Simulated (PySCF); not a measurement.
# C10H8O2: NMR shifts at several levels of theory, part 2 of 2

PySCF 2.14.0. Atoms count from 0. Earlier steps stand in the parts before.

**5. Nuclear shieldings: wB97X-D/pcSseg-1**

What the job is given:

```
{"job": {"kind": "nmr", "xc": "wB97X-D", "basis": "pcSseg-1", "pop": false}, "charge": 0, "multiplicity": 1}
O      2.986517    -1.128757    -0.167364
C      1.746093    -0.611322    -0.096812
C      0.592950    -1.359693    -0.100837
C     -0.689507    -0.756240    -0.020035
C     -1.886819    -1.513038    -0.021540
C     -3.114211    -0.893447     0.061100
C     -3.196346     0.513219     0.148827
C     -2.048687     1.274975     0.151238
C     -0.772538     0.666207     0.067204
C      0.430877     1.419392     0.066879
C      1.663143     0.815462    -0.012828
O      2.834711     1.478184    -0.018278
H      2.921126    -2.088072    -0.222788
H      0.662871    -2.450155    -0.167037
H     -1.821595    -2.602324    -0.089374
H     -4.028815    -1.490959     0.059133
H     -4.173692     0.996936     0.214925
H     -2.109172     2.364541     0.219082
H      0.373761     2.510629     0.132262
H      2.657874     2.423003     0.042272
```

Level: GIAO wB97X-D/pcSseg-1 NMR shielding, non-relativistic, gas phase.

Standard output:

```text
coarse grid: 17992 points
cycle   1  E = -535.8519188611  dE =  2.965e+00  |g| = 8.119e-01  |ddm| = 4.817e+00
cycle   2  E = -535.8540679210  dE = -2.149e-03  |g| = 8.813e-01  |ddm| = 1.857e+00
cycle   3  E = -535.9820432435  dE = -1.280e-01  |g| = 9.178e-02  |ddm| = 9.143e-01
cycle   4  E = -535.9836369419  dE = -1.594e-03  |g| = 3.745e-02  |ddm| = 1.175e-01
cycle   5  E = -535.9839634598  dE = -3.265e-04  |g| = 1.437e-02  |ddm| = 5.862e-02
cycle   6  E = -535.9840158206  dE = -5.236e-05  |g| = 3.082e-03  |ddm| = 1.745e-02
cycle   7  E = -535.9840190549  dE = -3.234e-06  |g| = 7.881e-04  |ddm| = 4.061e-03
final grid: 177472 points
cycle   8  E = -536.0786133290  dE = -1.983e-04  |g| = 4.090e-03  |ddm| = 8.656e-02
cycle   9  E = -536.0786174841  dE = -4.155e-06  |g| = 2.397e-03  |ddm| = 1.183e-02
cycle  10  E = -536.0786185913  dE = -1.107e-06  |g| = 7.537e-04  |ddm| = 3.042e-03
cycle  11  E = -536.0786187162  dE = -1.249e-07  |g| = 3.168e-04  |ddm| = 1.516e-03
cycle  12  E = -536.0786187389  dE = -2.268e-08  |g| = 6.298e-05  |ddm| = 3.613e-04
cycle  13  E = -536.0786187406  dE = -1.674e-09  |g| = 3.436e-05  |ddm| = 1.650e-04
cycle  14  E = -536.0786187410  dE = -4.225e-10  |g| = 8.316e-06  |ddm| = 5.987e-05
converged SCF energy = -536.0786187410

GIAO shielding tensors (ppm)
atom      isotropic    diamagn.    paramagn.     s11        s22        s33       span
  0 O      227.309     382.490    -155.181    182.619    248.649    250.658     68.038
  1 C       31.970     255.769    -223.798    -48.741     24.830    119.823    168.564
  2 C       71.230     257.932    -186.702     -4.645     77.520    140.816    145.462
  3 C       50.482     255.194    -204.712    -25.702     -9.058    186.206    211.908
  4 C       52.575     249.346    -196.771    -51.778     47.724    161.779    213.557
  5 C       53.903     254.494    -200.591    -56.777     43.540    174.946    231.722
  6 C       53.902     254.525    -200.623    -56.834     43.600    174.940    231.774
  7 C       52.530     249.353    -196.823    -51.862     47.702    161.750    213.611
  8 C       50.518     255.219    -204.701    -25.657     -8.968    186.180    211.837
  9 C       71.159     257.945    -186.786     -4.749     77.432    140.795    145.544
 10 C       31.999     255.795    -223.797    -48.735     24.908    119.823    168.558
 11 O      227.416     382.497    -155.081    182.755    248.800    250.695     67.940
 12 H       27.420      30.520      -3.100     18.730     26.318     37.212     18.482
 13 H       24.504      33.805      -9.301     19.366     25.057     29.090      9.724
 14 H       23.749      31.341      -7.592     18.940     24.020     28.288      9.347
 15 H       23.948      28.393      -4.445     19.903     25.012     26.930      7.026
 16 H       23.944      28.406      -4.462     19.908     25.000     26.924      7.016
 17 H       23.748      31.350      -7.601     18.940     24.016     28.289      9.349
 18 H       24.506      33.813      -9.307     19.367     25.055     29.096      9.729
 19 H       27.422      30.525      -3.103     18.730     26.319     37.218     18.489
```

It took 52 s on 8 threads of Arm Neoverse V2, shared host.

This run: δ C1 152.6, C3 134.0, C4 132.0, C5 130.6, H14 7.63, H15 7.43 ppm (means over like atoms).

**6. Nuclear shieldings: KT2/pcSseg-1**

The job, as its differences from that of step 5:

```diff
@@ -1,2 +1,2 @@
-{"job": {"kind": "nmr", "xc": "wB97X-D", "basis": "pcSseg-1", "pop": false}, "charge": 0, "multiplicity": 1}
+{"job": {"kind": "nmr", "xc": "KT2", "basis": "pcSseg-1", "pop": false}, "charge": 0, "multiplicity": 1}
 O      2.986517    -1.128757    -0.167364
```

Level: GIAO KT2/pcSseg-1 NMR shielding, non-relativistic, gas phase.

Standard output:

```text
coarse grid: 17992 points
cycle   1  E = -545.1488798779  dE =  2.112e+00  |g| = 1.003e+00  |ddm| = 4.933e+00
cycle   2  E = -544.7278446343  dE =  4.210e-01  |g| = 1.775e+00  |ddm| = 3.750e+00
cycle   3  E = -545.3260948188  dE = -5.983e-01  |g| = 3.241e-01  |ddm| = 2.845e+00
cycle   4  E = -545.3495689602  dE = -2.347e-02  |g| = 1.187e-01  |ddm| = 5.038e-01
cycle   5  E = -545.3522220901  dE = -2.653e-03  |g| = 6.588e-02  |ddm| = 1.951e-01
cycle   6  E = -545.3533999933  dE = -1.178e-03  |g| = 1.209e-02  |ddm| = 8.555e-02
cycle   7  E = -545.3534277471  dE = -2.775e-05  |g| = 8.379e-03  |ddm| = 2.601e-02
cycle   8  E = -545.3534493694  dE = -2.162e-05  |g| = 1.769e-03  |ddm| = 1.086e-02
cycle   9  E = -545.3534500364  dE = -6.669e-07  |g| = 7.585e-04  |ddm| = 2.518e-03
final grid: 177472 points
cycle  10  E = -545.4273074569  dE = -4.141e-04  |g| = 1.399e-02  |ddm| = 2.222e-01
cycle  11  E = -545.4272823175  dE =  2.514e-05  |g| = 1.648e-02  |ddm| = 3.656e-02
cycle  12  E = -545.4273540008  dE = -7.168e-05  |g| = 3.079e-03  |ddm| = 2.726e-02
cycle  13  E = -545.4273558104  dE = -1.810e-06  |g| = 1.593e-03  |ddm| = 5.603e-03
cycle  14  E = -545.4273564437  dE = -6.333e-07  |g| = 4.667e-04  |ddm| = 2.282e-03
cycle  15  E = -545.4273565012  dE = -5.754e-08  |g| = 1.029e-04  |ddm| = 5.895e-04
cycle  16  E = -545.4273565037  dE = -2.426e-09  |g| = 2.915e-05  |ddm| = 1.198e-04
cycle  17  E = -545.4273565039  dE = -2.005e-10  |g| = 1.125e-05  |ddm| = 4.511e-05
converged SCF energy = -545.4273565039

GIAO shielding tensors (ppm)
atom      isotropic    diamagn.    paramagn.     s11        s22        s33       span
  0 O      212.934     380.659    -167.724    169.532    232.059    237.212     67.681
  1 C       41.391     256.801    -215.410    -22.528     31.167    115.533    138.062
  2 C       79.192     258.685    -179.493     14.560     87.553    135.462    120.902
  3 C       60.565     253.529    -192.964     -4.869      6.686    179.879    184.748
  4 C       63.592     248.960    -185.368    -27.718     60.945    157.550    185.268
  5 C       64.574     253.918    -189.344    -33.110     56.496    170.334    203.444
  6 C       64.573     253.949    -189.376    -33.153     56.549    170.324    203.477
  7 C       63.550     248.963    -185.413    -27.792     60.924    157.517    185.309
  8 C       60.587     253.554    -192.967     -4.825      6.731    179.855    184.680
  9 C       79.130     258.694    -179.564     14.478     87.476    135.437    120.958
 10 C       41.408     256.829    -215.422    -22.532     31.226    115.529    138.061
 11 O      213.042     380.668    -167.626    169.657    232.195    237.274     67.617
 12 H       27.478      30.499      -3.021     19.611     26.495     36.329     16.718
 13 H       24.656      34.141      -9.485     19.903     25.403     28.661      8.758
 14 H       23.968      31.833      -7.866     19.298     24.594     28.011      8.712
 15 H       24.133      28.468      -4.335     20.151     25.537     26.711      6.560
 16 H       24.130      28.482      -4.353     20.157     25.526     26.707      6.550
 17 H       23.967      31.841      -7.874     19.298     24.591     28.012      8.714
 18 H       24.659      34.148      -9.490     19.905     25.403     28.667      8.762
 19 H       27.480      30.503      -3.023     19.610     26.496     36.335     16.725
```

Wall time 30 s (8 threads of Arm Neoverse V2, shared host).

This run: δ C1 141.8, C3 122.6, C4 119.6, C5 118.6, H14 7.21, H15 7.05 ppm (means over like atoms).

**7. NMR shieldings: HF/pcSseg-1**

The job, as its differences from that of step 6:

```diff
@@ -1,2 +1,2 @@
-{"job": {"kind": "nmr", "xc": "KT2", "basis": "pcSseg-1", "pop": false}, "charge": 0, "multiplicity": 1}
+{"job": {"kind": "nmr", "xc": "HF", "basis": "pcSseg-1", "pop": false}, "charge": 0, "multiplicity": 1}
 O      2.986517    -1.128757    -0.167364
```

With the program's defaults for keys left out, this is: GIAO HF/pcSseg-1 NMR shielding, non-relativistic, gas phase.

Standard output:

```text
final grid: 177472 points
cycle   1  E = -532.7882510008  dE =  3.974e+00  |g| = 7.992e-01  |ddm| = 4.758e+00
cycle   2  E = -532.9389138170  dE = -1.507e-01  |g| = 3.865e-01  |ddm| = 1.304e+00
cycle   3  E = -532.9675776269  dE = -2.866e-02  |g| = 1.212e-01  |ddm| = 5.005e-01
cycle   4  E = -532.9714048751  dE = -3.827e-03  |g| = 2.007e-02  |ddm| = 1.771e-01
cycle   5  E = -532.9715527384  dE = -1.479e-04  |g| = 7.349e-03  |ddm| = 3.722e-02
cycle   6  E = -532.9715758834  dE = -2.314e-05  |g| = 2.780e-03  |ddm| = 1.114e-02
cycle   7  E = -532.9715819536  dE = -6.070e-06  |g| = 9.573e-04  |ddm| = 7.108e-03
cycle   8  E = -532.9715827238  dE = -7.702e-07  |g| = 3.863e-04  |ddm| = 2.568e-03
cycle   9  E = -532.9715828404  dE = -1.167e-07  |g| = 1.037e-04  |ddm| = 9.398e-04
cycle  10  E = -532.9715828499  dE = -9.459e-09  |g| = 4.705e-05  |ddm| = 2.655e-04
cycle  11  E = -532.9715828514  dE = -1.464e-09  |g| = 1.503e-05  |ddm| = 9.374e-05
cycle  12  E = -532.9715828516  dE = -2.121e-10  |g| = 6.046e-06  |ddm| = 4.219e-05
converged SCF energy = -532.9715828516

GIAO shielding tensors (ppm)
atom      isotropic    diamagn.    paramagn.     s11        s22        s33       span
  0 O      252.656     384.827    -132.171    207.998    269.696    280.274     72.276
  1 C       38.569     253.772    -215.203    -57.755     37.878    135.583    193.338
  2 C       77.347     255.936    -178.589     -7.860     86.194    153.707    161.567
  3 C       55.408     255.849    -200.441    -27.457     -4.443    198.123    225.580
  4 C       57.850     249.566    -191.716    -55.836     57.401    171.986    227.822
  5 C       59.165     255.601    -196.435    -58.552     52.290    183.759    242.311
  6 C       59.171     255.641    -196.470    -58.606     52.366    183.754    242.360
  7 C       57.784     249.570    -191.786    -55.966     57.363    171.954    227.920
  8 C       55.458     255.864    -200.406    -27.396     -4.326    198.095    225.491
  9 C       77.258     255.951    -178.693     -7.994     86.085    153.683    161.677
 10 C       38.605     253.793    -215.188    -57.748     37.982    135.582    193.330
 11 O      252.774     384.834    -132.060    208.146    269.769    280.407     72.261
 12 H       27.571      30.588      -3.018     17.410     26.338     38.965     21.555
 13 H       24.535      33.644      -9.109     18.536     25.607     29.462     10.926
 14 H       23.848      31.155      -7.307     18.302     24.716     28.526     10.224
 15 H       24.138      28.810      -4.672     19.428     25.638     27.349      7.921
 16 H       24.134      28.823      -4.689     19.432     25.626     27.343      7.912
 17 H       23.847      31.161      -7.315     18.302     24.710     28.528     10.226
 18 H       24.538      33.652      -9.114     18.538     25.605     29.470     10.932
 19 H       27.573      30.593      -3.020     17.409     26.338     38.972     21.562
```

It took 26 s on 8 threads of Arm Neoverse V2, shared host.

This run: δ C1 152.3, C3 135.4, C4 133.0, C5 131.7, H14 7.84, H15 7.55 ppm (means over like atoms).

**8. Run by run: NMR shifts**

Shifts (ppm) of some atoms, chosen among heavy atoms and hydrogens apart, means over like atoms, with basis size and wall time:

```csv
run,C1,C3,C4,C5,H14,H13,O0,functions,time
PBE0/pcSseg-1,150.9,132.5,130.6,129.2,7.59,6.84,113.4,244,38 s
PBE/pcSseg-1,148.8,130.2,127.9,126.6,7.39,6.62,127.8,244,27 s
wB97X-D/pcSseg-1,152.6,134.0,132.0,130.6,7.63,6.87,105.8,244,52 s
KT2/pcSseg-1,141.8,122.6,119.6,118.6,7.21,6.52,117.7,244,30 s
HF/pcSseg-1,152.3,135.4,133.0,131.7,7.84,7.15,80.6,244,26 s
```

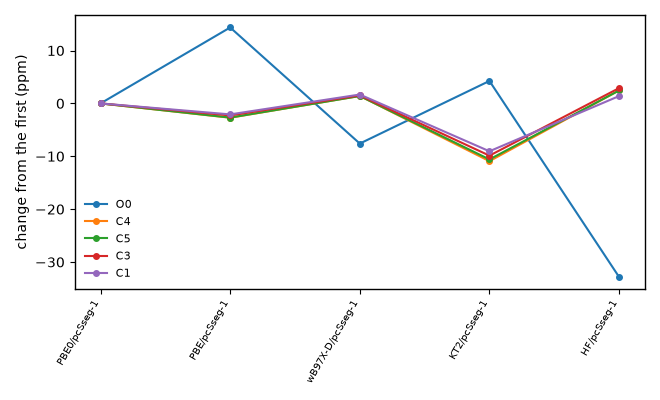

How five of the tabulated atoms move from run to run.

**9. Results**

The summary covers parts 1 to 2.

| quantity | value |
| --- | --- |
| point group | C2v |
| rotational constants (main isotopes) | 2.26, 0.67, 0.52 GHz |
| 13C shifts against TMS (PBE0/pcSseg-1, means over atoms taken as alike) | 150.9, 132.5, 130.6, 129.2, 112.8 ppm |
| 1H shifts against TMS (PBE0/pcSseg-1, means over atoms taken as alike) | 7.59, 7.41, 6.84, 3.97 ppm |
| 17O shifts against H2O (PBE0/pcSseg-1, means over atoms taken as alike) | 113.4 ppm |
| range of the shift of O0 (with its like atoms) | 80.6 to 127.8 ppm |

In words: Single values in the summary come from the first sound run of each kind (PBE0/pcSseg-1), which need not be the best level. The optimisation took 6 steps and gained 0.051 eV; among the close pairs (by a distance rule), C7–H17 changed most, from 1.081 to 1.093 Å. No frequency check was run at this level, so the end point may be a saddle. At PBE0/pcSseg-1: The largest span, 227 ppm, is at C5, C6, where the paramagnetic term is -199 ppm. NICS(1)zz of -25 ppm above the planar ring from C1 marks a diatropic (aromatic) ring current. NICS(1)zz of -28 ppm above the planar ring from C3 marks a diatropic (aromatic) ring current. Across the 5 runs the shift of O0 (with its like atoms) moves most, between 80.6 (HF/pcSseg-1) and 127.8 ppm (PBE/pcSseg-1).
